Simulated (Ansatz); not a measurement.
Si (diamond), conventional cell a = b = c = 5.444 Å, α = β = γ = 90.00°. The calculation uses the primitive cell of 2 atoms, to which meshes and values per cell refer.

E(V) scan at fixed shape, V₀ the volume above. Symmetry pins the atoms to their sites.

Calculation: r2SCAN (plane waves to 500 eV, PAW, scalar-relativistic; Ansatz, an electronic-structure program). k mesh 10×10×10 (Γ-centred), Fermi-Dirac smearing 0.05 eV. Energies are smeared free energies. Si was relaxed with its symmetry unable to fall. The PAW data are Ansatz's earlier set. The zero of ΔE is the relaxed starting cell.

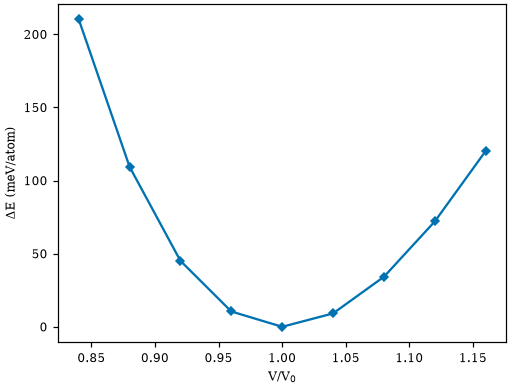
Fig. 1. ΔE (meV/atom) against V/V₀; one marker a computed point.

Q: What is ΔE at V/V₀ = 1.160?

A: About 120 meV/atom.

Q: What is ΔE at V/V₀ = 0.840?

A: About 210 meV/atom.

Q: What bulk modulus B₀ follows from a third-order Birch-Murnaghan fit?

A: About 97 GPa.

(Under strain, the slope of the energy per volume gives the stress and its curvature an elastic modulus.)
